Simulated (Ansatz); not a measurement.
AgPdF3

```
Ag Pd F
1.0
     4.15929    0.00000    0.00000
     0.00000    4.15929    0.00000
     0.00000    0.00000    4.15929
Ag Pd F
1 1 3
Direct
  0.00000 0.00000 0.00000
  0.50000 0.50000 0.50000
  0.00000 0.50000 0.50000
  0.50000 0.00000 0.50000
  0.50000 0.50000 0.00000
```

Space group Pm-3m; a structure from a database of computed crystals, not necessarily the ambient phase; started from the KZnF3-221 prototype, which need not be the ambient phase.

These are results of Ansatz 0.2.0, DFT, PBEsol, plane waves, PAW, not measurements.

The density is the valence pseudo-density of a PAW calculation; it isn't the true density close to the nuclei.

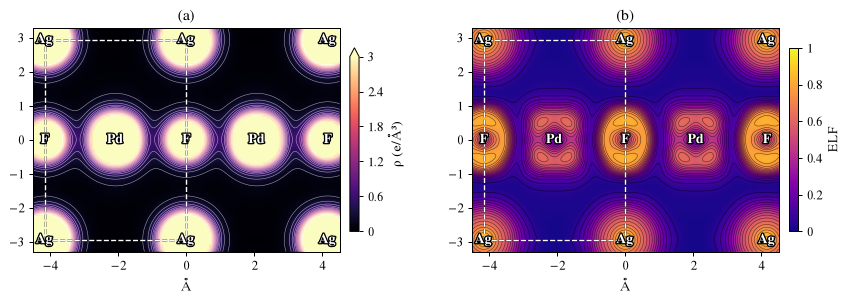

Figure 1. (a) valence electron density; (b) electron localisation function on the (101̄) plane of the conventional cell.

Q: What do the fields say about this system?

A: The plane passes through Ag, Pd and F nuclei.
Pd–F (2.08 Å): the density is about 0.6 e/Å³ at the midpoint; the ELF peaks at about 0.80 in the valence shell of F, 0.5 Å from its nucleus, and drops to about 0.10 between the two atoms; no shared electron pair shows on this line.
Ag–F (2.94 Å): the density is about 0.09 e/Å³ at the midpoint; the ELF is about 0.05 at the midpoint: no localised pair shows between them.
Between the atoms the lowest density in this plane is 0.01 e/Å³.
The features right at Ag and Pd lie inside the PAW spheres, where the map follows smoothed inner orbitals and isn't to be read closely.

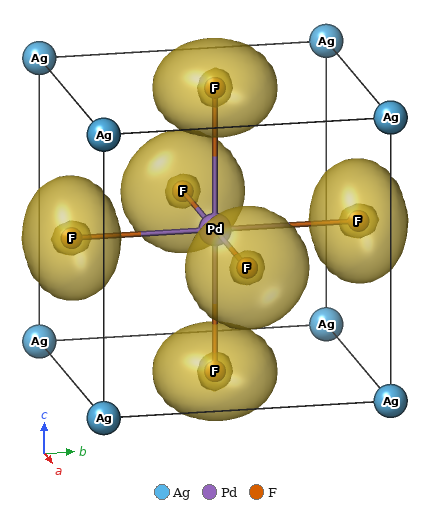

Figure 2. Isosurface of the ELF at 0.65 (yellow), seen slightly off an axis. Core shells and regions of very low density are left out. Sticks mark near contacts.

Q: Where are the electrons localised?

A: At this value the surface marks out three regions wrapped around F (the valence shell of each), counted in one cell of 5 atoms. Any copies at cell faces, edges or corners count once.
